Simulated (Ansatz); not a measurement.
Band structure of Mg3GaO4 (Pm-3m, 8 atoms in the cell).

```yaml
crystal:
  lattice:
    - [4.36349, 0.00000, 0.00000]
    - [0.00000, 4.36349, 0.00000]
    - [0.00000, 0.00000, 4.36349]
  atoms:
    - { symbol: Mg, position: [0.00000, 0.50000, 0.50000] }
    - { symbol: Mg, position: [0.50000, 0.00000, 0.50000] }
    - { symbol: Mg, position: [0.50000, 0.50000, 0.00000] }
    - { symbol: Ga, position: [0.00000, 0.00000, 0.00000] }
    - { symbol: O, position: [0.50000, 0.00000, 0.00000] }
    - { symbol: O, position: [0.00000, 0.50000, 0.00000] }
    - { symbol: O, position: [0.00000, 0.00000, 0.50000] }
    - { symbol: O, position: [0.50000, 0.50000, 0.50000] }
```

Method: PBEsol, PAW files made with PBE (plane waves; Ansatz, a quantum-chemistry and plane-wave program).

Settings: basis.ecutwfc = 420 eV; kpoints.mp_grid.grid = 8 8 8; hamiltonian.xc = pbesol; hamiltonian.pseudopotentials = {kind: paw} (the program's default PAW files); scf.occupations.method = fermi_dirac; scf.occupations.width = 0.05 eV; kpoints.band_path.npoints = 8.

The starting cell comes from a database of computed structures (which also holds hypothetical and non-ambient phases and stackings), without a prior relaxation at this level.

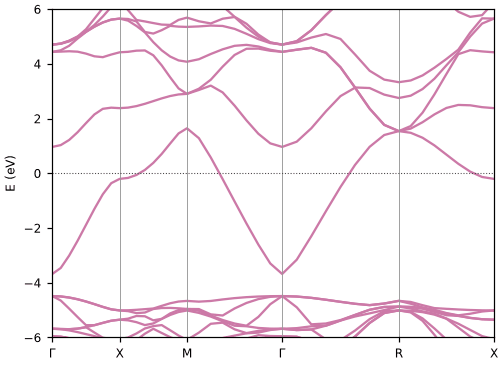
Fig. 1. Bands along the path, energies from the Fermi level.

Levels in eV from the Fermi level, bands 31 to 38:
| point | 31 | 32 | 33 | 34 | 35 | 36 | 37 | 38 |
|---|---|---|---|---|---|---|---|---|
| Γ | -4.49 | -4.49 | -4.49 | -3.68 | 0.97 | 4.44 | 4.44 | 4.71 |
| X | -5.35 | -5.01 | -5.01 | -0.20 | 2.38 | 4.42 | 5.65 | 5.65 |
| M | -4.96 | -4.96 | -4.66 | 1.65 | 2.90 | 2.90 | 4.08 | 5.35 |
| R | -4.87 | -4.66 | -4.66 | 1.54 | 1.54 | 1.54 | 2.75 | 3.33 |

Bands cross the Fermi level along this path, so the cell is metallic at this level.

Keys are those of Ansatz 0.2.
